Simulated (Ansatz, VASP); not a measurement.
## CdCu in two plane-wave programs

One calculation is typed for both programs; each brings its own data sets and cutoff. How far apart do they land? The cell is invented: As first built, before any earlier steps moved the atoms: it takes the CdAg structure with some of its atoms replaced by other elements, volume scaled by an estimate. It may not be a known or stable phase. The cell comes out of the VASP series on this material, whose earlier steps may have relaxed, scaled or displaced it; both programs get it as it stands.

Program: Ansatz 0.2.0. Level of theory: plane waves, with VASP 6.6.1 beside it; single point at PBE with D3(BJ) and band structure at PBE with D3(BJ), spin-orbit coupling. Results are calculated unless marked as measured.

## (1) Set-up

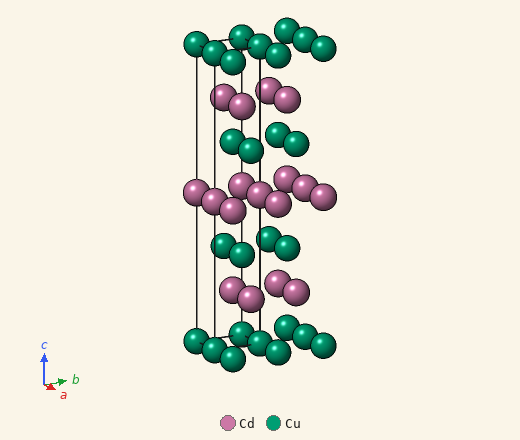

The starting structure, seen slightly off an axis (cadmium pink, copper teal). 2×2×1 cells are drawn. This picture shows the conventional cell, with its axes. Some periodic images of atoms are drawn too.

Coordinates:

```
Cd Cu
1.0
     1.43631    0.82926    4.40338
    -1.43631    0.82926    4.40338
     0.00000   -1.65851    4.40338
Cd Cu
1 1
Direct
  0.50000 0.50000 0.50000
  0.00000 0.00000 0.00000
```

## (2) VASP: single point, PBE with D3(BJ)

With cell and atoms fixed, the geometry can't cause a difference; cores, projectors, grids and the points listed under the comparison can.

Lines of VASP's logs that name or quote its potential files are left out, and so is its time.

The input, INCAR:

```
SYSTEM = CdCu
PREC = Accurate
ENCUT = 400
EDIFF = 1E-06
NELM = 100
ISMEAR = 0
SIGMA = 0.05
LREAL = .FALSE.
ALGO = Normal
GGA = PE
IVDW = 12
LORBIT = 11
LWAVE = .FALSE.
LCHARG = .TRUE.
ISIF = 2
LELF = .TRUE.
LVHAR = .TRUE.
```

The input, POSCAR:

```
CdCu
1.0
    1.4363146945      0.8292570932      4.4033760212
   -1.4363146945      0.8292570932      4.4033760212
    0.0000000000     -1.6585141864      4.4033760212
Cd Cu
1 1
Direct
    0.5000000000      0.5000000000      0.5000000000
    0.0000000000      0.0000000000      0.0000000000
```

The input, KPOINTS:

```
Automatic mesh
0
Gamma
9 9 9
0 0 0
```

The projector-augmented-wave data sets are Cd and Cu (PBE family, release 64).

Started as:

```sh
> mpirun -np 1 vasp_std
```

Numbers of over 12 decimals in the logs are rounded to 6 here.

The program printed:

```text
[banner, memory and clock lines left out]
running    1 mpi-ranks, on    1 nodes
 distrk:  each k-point on    1 cores,    1 groups
 distr:  one band on    1 cores,    1 groups

 POSCAR found type information on POSCAR CdCu
 POSCAR found :  2 types and       2 ions
 LDA part: xc-table for (Slater+PW92), standard interpolation
 POSCAR, INCAR and KPOINTS ok, starting setup
 FFT: planning ... GRIDC
 FFT: planning ... GRID_SOFT
 FFT: planning ... GRID
 WAVECAR not read
 entering main loop
       N       E                     dE             d eps       ncg     rms          rms(c)
DAV:   1     0.135269482519E+03    0.13527E+03   -0.10371E+04  2662   0.175E+03
DAV:   2    -0.110859752239E+01   -0.13638E+03   -0.13206E+03  2585   0.344E+02
DAV:   3    -0.489621066001E+01   -0.37876E+01   -0.37774E+01  3173   0.744E+01
DAV:   4    -0.492273842968E+01   -0.26528E-01   -0.26524E-01  2963   0.543E+00
DAV:   5    -0.492318786255E+01   -0.44943E-03   -0.44943E-03  3707   0.732E-01    0.949E+00
DAV:   6    -0.481174702319E+01    0.11144E+00   -0.12406E+01  2564   0.764E+01    0.534E+00
DAV:   7    -0.418544391550E+01    0.62630E+00   -0.30937E+00  2907   0.483E+01    0.378E+00
DAV:   8    -0.418593219518E+01   -0.48828E-03   -0.11680E-01  3782   0.417E+00    0.180E+00
DAV:   9    -0.417636047957E+01    0.95717E-02   -0.10276E-01  3013   0.724E+00    0.307E-01
DAV:  10    -0.417490300192E+01    0.14575E-02   -0.15321E-02  3033   0.289E+00    0.961E-02
DAV:  11    -0.417475240118E+01    0.15060E-03   -0.13126E-03  3289   0.819E-01    0.443E-02
DAV:  12    -0.417474938659E+01    0.30146E-05   -0.24260E-05  3749   0.730E-02    0.246E-02
DAV:  13    -0.417474590985E+01    0.34767E-05   -0.14000E-05  3181   0.800E-02    0.451E-03
DAV:  14    -0.417474576652E+01    0.14333E-06   -0.75803E-07  1576   0.194E-02
   1 F= -.52079346E+01 E0= -.52077813E+01  d E =-.306729E-03
```

Parts of OUTCAR (step 2):

```text
ion  position               nearest neighbor table
   1  0.500  0.500  0.500-   2 2.76   2 2.76   2 2.76   2 2.76   2 2.76   2 2.76
   2  0.000  0.000  0.000-   1 2.76   1 2.76   1 2.76   1 2.76   1 2.76   1 2.76

  LATTYP: Found a trigonal (rhomboedric) cell.
 ALAT       =     4.7053573310
 COS(alpha) =     0.8136436092

 Subroutine GETGRP returns: Found 12 space group operations
 (whereof 12 operations were pure point group operations)

The static configuration has the point symmetry D_3d.

 Found     85 irreducible k-points:

   k-points           NKPTS =     85   k-points in BZ     NKDIM =     85   number of bands    NBANDS=     15

   dimension x,y,z NGX =    32 NGY =   32 NGZ =   32
   dimension x,y,z NGXF=    64 NGYF=   64 NGZF=   64

   ENCUT  =  400.0 eV  29.40 Ry    5.42 a.u.   7.67  7.67  7.67*2*pi/ulx,y,z

   NELECT =      23.0000    total number of electrons

 k-points in reciprocal lattice and weights: Automatic mesh
   0.00000000  0.00000000  0.00000000       0.001
   0.11111111  0.00000000 -0.00000000       0.008
   0.22222222 -0.00000000 -0.00000000       0.008
   0.33333333  0.00000000  0.00000000       0.008
   0.44444444 -0.00000000 -0.00000000       0.008
   0.11111111  0.11111111 -0.00000000       0.008
   0.22222222  0.11111111 -0.00000000       0.016
   0.33333333  0.11111111  0.00000000       0.016
   0.44444444  0.11111111 -0.00000000       0.016
[...]
0.44444444  0.44444444  0.44444444       0.003
  -0.44444444  0.44444444  0.44444444       0.008

 average (electrostatic) potential at core
       1 -37.3658       2 -66.2512

 E-fermi :   5.2067

 k-point     1 :       0.0000    0.0000    0.0000
  band No.  band energies     occupation
    ...
      8       2.3247      2.00000
      9       2.3247      2.00000
     10       2.6823      2.00000
     11       2.6823      2.00000
     12       3.5329      2.00000
     13       7.0587      0.00000
     14      20.2230      0.00000
     15      20.8540      0.00000

 k-point     2 :       0.1111    0.0000   -0.0000
  band No.  band energies     occupation
    ...
      8       2.2396      2.00000
      9       2.3469      2.00000
     10       2.4021      2.00000
     11       2.6542      2.00000
     12       4.2333      2.00000
     13       7.3146      0.00000
     14      17.6189      0.00000
     15      19.8151      0.00000

 k-point     3 :       0.2222   -0.0000   -0.0000
  band No.  band energies     occupation
    ...
      7       1.6788      2.00000
      8       1.9804      2.00000
      9       2.2154      2.00000
     10       2.5790      2.00000
     11       2.6074      2.00000
     12       5.3589      0.00002
     13       8.2723      0.00000
     14      13.2689      0.00000
     15      16.9901      0.00000

 Edisp (eV)   -1.03319

  Total      -0.01088    -0.01088    -0.01016     0.00000     0.00000     0.00000
  in kB      -0.55389    -0.55389    -0.51714     0.00000     0.00000     0.00000
  external pressure =       -0.54 kB  Pullay stress =        0.00 kB

  energy-cutoff  :      400.00
  volume of cell :       31.47
      direct lattice vectors                 reciprocal lattice vectors
     1.436314695  0.829257093  4.403376021     0.348113127  0.200983106  0.075699493
    -1.436314695  0.829257093  4.403376021    -0.348113127  0.200983106  0.075699493
     0.000000000 -1.658514186  4.403376021     0.000000000 -0.401966213  0.075699493

 POSITION                                       TOTAL-FORCE (eV/Angst)
 -----------------------------------------------------------------------------------
      0.00000      0.00000      6.60506        -0.000000     -0.000000      0.000000
      0.00000      0.00000      0.00000         0.000000      0.000000      0.000000
 -----------------------------------------------------------------------------------
    total drift:                               -0.000000     -0.000000     -0.000000

  FREE ENERGIE OF THE ION-ELECTRON SYSTEM (eV)
  ---------------------------------------------------
  free  energy   TOTEN  =        -5.2079346312 eV

  energy  without entropy=       -5.2076279019  energy(sigma->0) =       -5.20778127

 total charge
# of ion       s       p       d       tot
------------------------------------------
    1        0.529   0.426   9.477  10.432
    2        0.390   0.292   9.203   9.884
--------------------------------------------------
tot          0.918   0.718  18.680  20.316

[... 3 further parts left out ...]
```

The run ends at a pressure of -0.05 GPa.

## (3) Ansatz: single point, PBE with D3(BJ)

Ansatz runs on its default PAW (the set named soft_2) files.

The same cell, functional, mesh and smearing now go to Ansatz, which takes its cutoff from its data sets.

The input, input.yaml:

```yaml
crystal:
  lattice:
    - [1.4363146945, 0.8292570932, 4.4033760212]
    - [-1.4363146945, 0.8292570932, 4.4033760212]
    - [0.0, -1.6585141864, 4.4033760212]
  atoms:
    - { symbol: Cd, position: [0.5, 0.5, 0.5] }
    - { symbol: Cu, position: [0.0, 0.0, 0.0] }
hamiltonian:
  xc: pbe
  pseudopotentials: { kind: paw }
  dispersion: d3bj
kpoints:
  mp_grid: { grid: [9, 9, 9] }
scf:
  occupations: { method: gaussian, width: 0.05 }
  n_extra_bands: 4
output:
  forces: true
  stress: true
  eigenvalues: true
```

Started as:

```sh
> ansatz run input.yaml --threads 2 --pin off --max-ram 4608MiB --backend cpu --events-out ev --progress --plain --runs-dir out
```

The program printed:

```text
basis.fft_grid_basis auto: the FFT boxes are laid along the combinations [[1, 0, -1], [0, 1, -1], [0, 0, 1]] of the cell's own vectors, 2.873, 2.873 and 4.705 Å long. The dense box has 20×20×32 points. Along the cell's own vectors, as sized, it would have 32×32×32, 2.56 times as many. Of the 12 symmetry operations that the crystal satisfies within crystal.symmetry.tolerance (time reversal apart; of a slab, those that [...]
scf.n_extra_bands = 4 over 20 filled bands (N_el = 39.0): the run solves 24 bands
Engine: ansatz 0.2.0, aarch64-unknown-linux-gnu
Pseudopotentials: kind: paw
Pseudopotential: Cd, paw, valence charge 20, recommended cutoff 420 eV (normal), Cd.paw.azcp
Pseudopotential: Cu, paw, valence charge 19, recommended cutoff 420 eV (normal), Cu.paw.azcp
Functional definition: PBE
  parameter kappa = 0.804
  parameter beta = 0.066725
  exchange = pbe_x(kappa = kappa, mu = beta*pi^2/3)
  correlation = pbe_c(beta = beta)
Crystal: 2 atoms, lattice volume = 31.468 Å³
Basis set: ecut = 420 eV, 627 PW (Γ), FFT grids on a1−a3, a2−a3, a3, exchange–correlation on 40×40×64 points (8 copies of the dense FFT grid, shifted against one another)
Bands: 24, of which v1, the nominal top of the filled ones, is band 20 counted from 1 (19 counted from 0)
Symmetry: 12 space group operations
Space group: R-3m (ITA 166), of the structure as read, at distance tolerance 3.2e-5 Å
k-points: 85 of 729
Non-local potential: Cd, projectors of the file, l = 0: 3, l = 1: 2, l = 2: 2, l = 3: 1
Non-local potential: Cu, projectors of the file, l = 0: 3, l = 1: 2, l = 2: 3, l = 3: 1
PAW form: soft (Blöchl's): semilocal exchange-correlation on the pseudo side does not see the compensation charge
PAW one-centre angular grid: Cd, 590 points (default); XC on 64 Gauss nodes
PAW one-centre angular grid: Cu, 590 points (default); XC on 64 Gauss nodes
Initial density: superposition of atomic densities (neutral atoms: chi_scale 0, normalization atom), corrected by the library's trained network
Initial wavefunctions: pseudopotential atomic-orbital guess
Functional: x = pbe(κ = 0.804, μ = 0.219515), c = pbe(β = 0.066725)
SCF iter   1: F=—  HF=-14880.371958 eV  |F-HF|=—  |Δ(HF+E_count)|=         —  Δρ=2.71e-3  dr2=1.68e-3  ethr=1.77e-3  ⟨swp⟩=5.6  Hψ=7960  notcnv=0
preconditioner: auto → none  [insulator: Δε(μ)=0.060 eV  Ē_g=12.619 eV  σ=0.050 eV  W_gap=0.56  n_scr=14 (ndim 8)  ℏωp=31.7 eV  f_vac=0.000  D(μ)=0.28/eV (n_scr^D=0)  ε∞_Penn≈7.3]
SCF iter   2: F=—  HF=-14880.372004 eV  |F-HF|=—  |Δ(HF+E_count)|=   4.65e-5  Δρ=5.77e-4  dr2=6.95e-5  ethr=4.32e-6  ⟨swp⟩=2.1  Hψ=3869  notcnv=0
SCF iter   3: F=—  HF=-14880.372014 eV  |F-HF|=—  |Δ(HF+E_count)|=   9.86e-6  Δρ=3.48e-4  dr2=2.81e-5  ethr=1.78e-7  ⟨swp⟩=2.0  Hψ=3663  notcnv=0
SCF iter   4: F=—  HF=-14880.372015 eV  |F-HF|=—  |Δ(HF+E_count)|=   1.02e-6  Δρ=3.87e-5  dr2=2.55e-7  ethr=7.21e-8  ⟨swp⟩=2.0  Hψ=2402  notcnv=0
iter 5 did not close the SCF: its close was put off for the readings that it lacked (scf_convergence_deferred on its scf_iter line)
SCF iter   5: F=-14880.372015 eV  HF=-14880.372015 eV  |F-HF|=7.70e-9  |Δ(HF+E_count)|=   1.22e-7  Δρ=7.79e-6  dr2=6.85e-9  ethr=6.53e-10  ⟨swp⟩=2.1  Hψ=2718  notcnv=0
SCF iter   6: F=-14880.372015 eV  HF=-14880.372015 eV  |F-HF|=7.64e-11  |Δ(HF+E_count)|=   8.86e-9  Δρ=1.04e-6  dr2=1.72e-10  ethr=1.76e-11  ⟨swp⟩=2.8  Hψ=6195  notcnv=0
SCF 1 converged in 6 iterations: F = -14880.372015 eV  dr2 = 1.72e-10
  greatest PAW one-centre occupation: 1.000 electrons in one spin orbital (limit 2), on the Cd atom at site 0 (counted from 0), in its partial waves of l = 0
SCF converged after 6 iterations
Free energy (F): -14880.372015 eV
Harris-Foulkes:  -14880.372015 eV  (|F-HF|=7.64e-11)
Internal energy: -14880.371659 eV  (E = F + TS)
E sigma→0 (E₀):  -14880.371837 eV
Entropy (-TS):   -0.000357 eV (-0.178 meV/atom)
Fermi energy:    16.685945 eV
--- Per-component energies (eV) ---
  E_band       = -722.761349
  E_kinetic    = 805.620858
  E_local      = -6952.131718  (includes V_loc(G=0)·N_el)
  E_nonlocal   = 426.024135
  E_hartree    = 3166.102391
  E_xc         = -266.888190
  E_vxc        = -338.072956  (∫ρ·V_xc dr)
  E_paw        = -5748.304505  (= ΣΔE_a)
  E_vpaw       = -996.405920  (= ΣTr[D̂ρ^β])
  E_aug_tail   = 0.000247  (compensation charges beyond the density's cutoff)
  E_ewald      = -6309.761425
  E_disp       = -1.033451  (pairwise vdW)
  E_smearing   = -0.000357  (= −TS)
  E_closure    = -0.000000  (closes the sum)
  Σ components = -14880.372015   (vs F -14880.372015, Δ=0.00e0)
--- Forces (eV/Å), atoms counted from 1 ---
  atom   1  Cd     0.00000000     0.00000000    -0.00000000
  atom   2  Cu    -0.00000000     0.00000000    -0.00000000
  max |Σ_I F_I| component: 1.03e-28 eV/Å
--- Stress (GPa, compression-positive) ---
        0.195886       0.000000       0.000000
        0.000000       0.195886      -0.000000
        0.000000      -0.000000       0.093056
  P = ⅓ Tr σ = 0.1616 GPa (1.616 kbar)
--- Band table (eV; the first three rows and the last of 85) ---
  k-point 0: bands = [... 16 lower, 13.8239, 14.1853, 14.1853, 14.9951, 18.5416, 30.8274, 32.0414, 32.0414]
  k-point 1: bands = [... 16 lower, 13.8407, 13.9023, 14.1567, 15.7064, 18.7919, 28.9023, 30.9068, 31.1036]
  k-point 2: bands = [... 16 lower, 13.7105, 14.0810, 14.1084, 16.8345, 19.7381, 24.6851, 28.3301, 29.6047]
  k-point 84: bands = [... 16 lower, 13.7220, 13.8506, 14.0969, 14.1217, 26.8336, 27.8027, 28.6720, 30.7047]
```

The job ended after 3.3 s (2 threads of Arm Neoverse N1, shared host; peak memory 0.34 GiB; 6 s of CPU time).

The column dr2 measures how far the density is from self-consistency, as an energy; F and HF (Harris–Foulkes) agree once it is small.

The run ends at a pressure of 0.16 GPa.

## (4) Side by side

Known differences besides the PAW data sets themselves: the data sets hold 39 valence electrons in Ansatz (default PAW (the set named soft_2) files) and 23 in VASP; the cutoff is 420 eV in Ansatz and 400 eV in VASP; VASP leaves aspherical gradient terms in its spheres out (LASPH is not set), Ansatz keeps them. Total energies have different zeros and are not compared.

The two programs side by side:

```tsv
quantity	Ansatz	VASP	difference
pressure (GPa)	0.16	-0.05	+0.22
```

Ansatz's pressure holds a Pulay correction of 0.09 GPa; VASP's holds none.

## (5) Ansatz: band structure, PBE with D3(BJ), spin-orbit coupling

Levels along a path test the potential and the projectors away from the mesh points.

The cell comes out of the VASP series on this material, whose earlier steps may have relaxed, scaled or displaced it; both programs get it as it stands.

input.yaml, the sections that differ from step 3:

```yaml
hamiltonian:
  xc: pbe
  pseudopotentials: { kind: paw_fr }
  dispersion: d3bj
magnetization:
  noncollinear: true
  spin_orbit: true
kpoints:
  mp_grid: { grid: [7, 7, 7] }
  band_path:
    path:
      - [0.0, 0.0, 0.0]
      - [0.13333, 0.0, 0.0]
      - [0.3, 0.0, 0.0]
      - [0.46667, 0.0, 0.0]
      - [0.5, 0.03806, -0.03806]
      - [0.5, 0.1015, -0.1015]
      - [0.5, 0.16494, -0.16494]
      - [0.7684, 0.5, 0.2316]
      - [0.66517, 0.5, 0.33483]
      - [0.56194, 0.5, 0.43806]
      - [0.46667, 0.46667, 0.46667]
      - [0.3, 0.3, 0.3]
      - [0.13333, 0.13333, 0.13333]
      - [0.0, 0.0, 0.0]
      - [0.11505, 0.0, -0.11505]
      - [0.20709, 0.0, -0.20709]
      - [0.32214, 0.0, -0.32214]
      - [0.62388, 0.37612, 0.0]
      - [0.57226, 0.42774, 0.0]
      - [0.52065, 0.47935, 0.0]
      - [0.52065, 0.52065, 0.02537]
      - [0.57226, 0.57226, 0.08881]
      - [0.62388, 0.62388, 0.15225]
      - [0.64452, 0.64452, 0.21096]
      - [0.59291, 0.59291, 0.31419]
      - [0.54129, 0.54129, 0.41742]
      - [0.5, 0.0, 0.0]
      - [0.60323, 0.11505, 0.11505]
      - [0.70646, 0.2301, 0.2301]
      - [0.80969, 0.34516, 0.34516]
    npoints: 1
scf:
  occupations: { method: gaussian, width: 0.05 }
  n_extra_bands: 14
# crystal, output: as in step 3
```

The program printed:

```text
[...]
non-collinear run that drives no moment, with spin-orbit: no starting moment large enough to seed its density (crystal.atoms[].spin), no starting occupations that ask for one, no magnetisation constraint and no magnetic field, so the semilocal B_xc is pinned to zero
Crystal: 2 atoms, lattice volume = 31.468 Å³
[...]
k-point 1: bands = [... 35 lower, 14.0089, 14.1816, 14.1816, 16.0222, 16.0222, 18.9838, 18.9838, 27.7031, ... 10 higher]
  k-point 2: bands = [... 35 lower, 14.0468, 14.3013, 14.3013, 17.5045, 17.5045, 20.5348, 20.5348, 22.5176, ... 10 higher]
  k-point 43: bands = [... 35 lower, 13.9577, 14.0976, 14.0976, 14.2166, 14.2166, 26.8806, 26.8806, 27.4270, ... 10 higher]
[key lines of the parts left out:]
SCF converged after 13 iterations
Magnetization: |M| = 0.0000 μB,  M = (+0.0000, +0.0000, +0.0000) μB
Free energy (F): -14883.407034 eV
Fermi energy:    16.386690 eV
P = ⅓ Tr σ = 0.4028 GPa (4.028 kbar)
```

It took 33 s on 2 threads; peak memory 0.5 GiB; 65 s of CPU time.

(Continued in part 2 of 2.)

[Lines on the potential files, build, host, timing and source positions are cut from VASP's logs without a mark.]

[Logs are printed without paths, hosts, clocks, repeated set-up lines and the standing remarks that a program may print on its own settings, such as how far it seeks lower states.]

[Hosts, paths, dates, database ids (printed as entryN), source tags and the programs' standing remarks are cut or masked in the printed files.]
